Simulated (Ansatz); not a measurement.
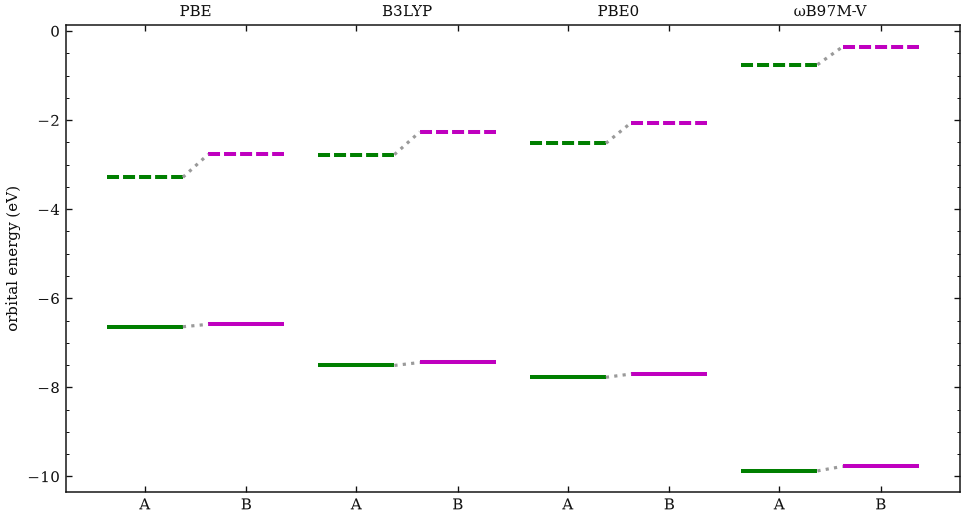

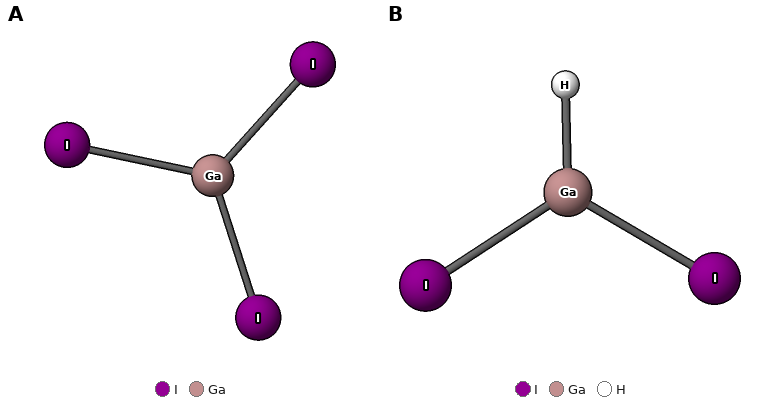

One change: A, GaI₃ (SMILES [I][Ga]([I])[I]), becomes B, GaHI₂ (SMILES [I][GaH][I]). I on Ga is replaced by H. HOMO (solid) and LUMO (dashed) computed in def2-TZVPP at PBE0-D4/def2-TZVP geometries, both minima by their frequencies, gas phase, the Ansatz code.

What does the change do to HOMO and LUMO?

PBE: the HOMO rises by 0.05 eV, the LUMO rises by 0.52 eV, and the separation goes from 3.36 to 3.82 eV. B3LYP: the HOMO rises by 0.07 eV, the LUMO rises by 0.51 eV, and the separation goes from 4.73 to 5.18 eV. PBE0: the HOMO rises by 0.07 eV, the LUMO rises by 0.46 eV, and the separation goes from 5.25 to 5.64 eV. ωB97M-V: the HOMO rises by 0.10 eV, the LUMO rises by 0.41 eV, and the separation goes from 9.12 to 9.42 eV.

Do the functionals agree on the effect?

They agree on the direction for both levels; the HOMO shift lies between 0.05 and 0.10 eV and the LUMO shift between 0.41 and 0.52 eV, while the separations themselves differ by up to 5.8 eV between functionals.

Known limits of this run: core potentials past krypton; spin-orbit coupling is left out, and with I it can shift these values.
